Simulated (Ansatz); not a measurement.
```xyz
4

F     1.0581    1.1005    1.5286
Ge    1.2649    0.2762   -0.0080
S    -0.7023    0.9178   -0.8752
H    -0.4661    0.2551   -2.0308
```

Geometry: PBE0-D3(BJ)/def2-SVP.

Level of theory: isolated molecule in a Gaussian basis; Kohn-Sham density functional theory, functional PBE0 (Ansatz).

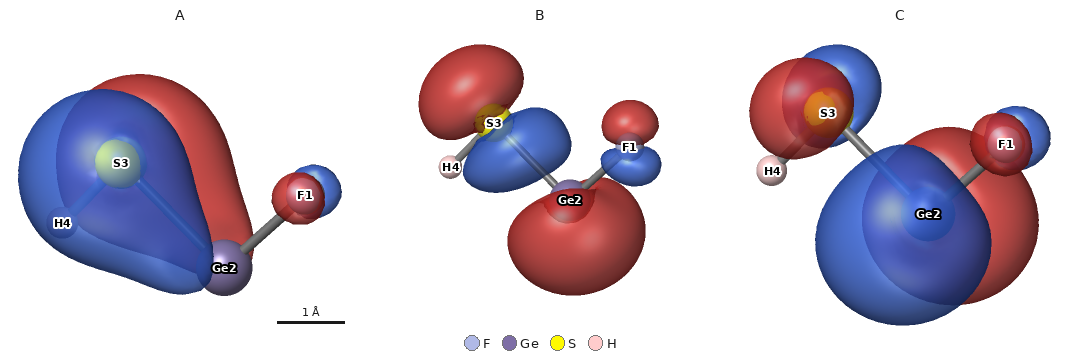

FGeHS (SMILES [F][Ge]#[SH]). Three frontier orbitals at ±0.1 Å⁻³ᐟ² (blue and red are the two phases), in no order.

Which picture is the HOMO−1, the HOMO and the LUMO?

Answer. A is the HOMO−1 (−8.15 eV). Its weight (Hirshfeld) is mainly on S3 (about 80 %) and Ge2 (about 15 %); it changes sign across the molecular plane (π type). B is the HOMO (−7.67 eV). Its weight (Hirshfeld) is mainly on Ge2 (about 50 %), S3 (about 40 %) and F1 (about 10 %); it is symmetric in the molecular plane (an in-plane orbital: σ, lone-pair or in-plane π type). C is the LUMO (−2.52 eV). By Hirshfeld shares it lies mainly on Ge2 (about 80 %) and S3 (about 15 %); it changes sign across the molecular plane (π type).

What is the HOMO–LUMO gap?

Answer. 5.15 eV between the orbital energies.
